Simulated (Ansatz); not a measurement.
Crystal: Li3OF, coordinates from a relaxation with DFT, PBEsol, plane waves, PAW in Ansatz 0.2.0; the starting structure was generated, so it need not be a known form of this composition.

```cif
data_structure
_symmetry_space_group_name_H-M 'P 1'
_symmetry_Int_Tables_number 1
_cell_length_a 5.0147
_cell_length_b 4.9371
_cell_length_c 7.0736
_cell_angle_alpha 90.000
_cell_angle_beta 90.000
_cell_angle_gamma 90.000
_cell_volume 175.13
loop_
_atom_site_label
_atom_site_type_symbol
_atom_site_fract_x
_atom_site_fract_y
_atom_site_fract_z
_atom_site_occupancy
F1 F 0.97717 0.49635 0.03214 1
O1 O 0.97753 0.99911 0.76353 1
Li1 Li 0.07868 0.87434 0.00514 1
Li2 Li 0.76145 0.70824 0.67236 1
Li3 Li 0.26145 0.79176 0.67236 1
F2 F 0.02283 0.50365 0.53214 1
O2 O 0.02247 0.00089 0.26353 1
Li4 Li 0.92132 0.12566 0.50514 1
Li5 Li 0.86447 0.66016 0.30449 1
Li6 Li 0.36447 0.83984 0.30449 1
F3 F 0.47717 0.00365 0.03214 1
O3 O 0.47753 0.50089 0.76353 1
Li7 Li 0.57868 0.62566 0.00514 1
Li8 Li 0.13553 0.33984 0.80449 1
Li9 Li 0.63553 0.16016 0.80449 1
F4 F 0.52283 0.99635 0.53214 1
O4 O 0.52247 0.49911 0.26353 1
Li10 Li 0.42132 0.37434 0.50514 1
Li11 Li 0.23855 0.29176 0.17236 1
Li12 Li 0.73855 0.20824 0.17236 1
```

### What does its first Brillouin zone look like, and which path through it is standard?

It has a primitive orthorhombic lattice (oP; extended symbol oP1). The zone is a parallelepiped in its combinatorial type: 6 faces (6 with 4 edges), 12 edges, 8 vertices. Path: Γ–X–S–Y–Γ–Z–U–R–T–Z | X–U | Y–T | S–R.

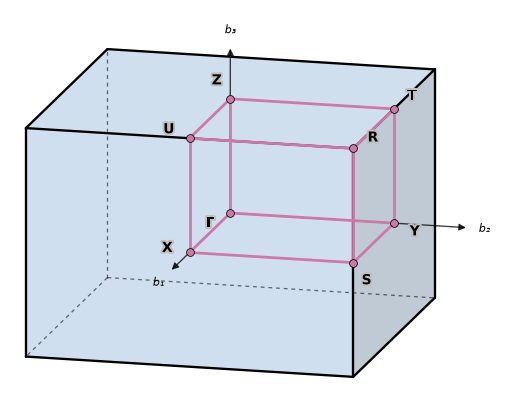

Labels and path follow the convention of Hinuma et al. (2017), as computed by seekpath; the arrows show the directions of the reciprocal primitive vectors b₁, b₂, b₃, in which coordinates are given; lengths include the factor 2π.

```json
{"point": "Γ", "k₁": "0", "k₂": "0", "k₃": "0", "length of k (1/Å)": "0.000"}
{"point": "X", "k₁": "1/2", "k₂": "0", "k₃": "0", "length of k (1/Å)": "0.626"}
{"point": "Z", "k₁": "0", "k₂": "0", "k₃": "1/2", "length of k (1/Å)": "0.444"}
{"point": "U", "k₁": "1/2", "k₂": "0", "k₃": "1/2", "length of k (1/Å)": "0.768"}
{"point": "Y", "k₁": "0", "k₂": "1/2", "k₃": "0", "length of k (1/Å)": "0.636"}
{"point": "S", "k₁": "1/2", "k₂": "1/2", "k₃": "0", "length of k (1/Å)": "0.893"}
{"point": "T", "k₁": "0", "k₂": "1/2", "k₃": "1/2", "length of k (1/Å)": "0.776"}
{"point": "R", "k₁": "1/2", "k₂": "1/2", "k₃": "1/2", "length of k (1/Å)": "0.997"}
```
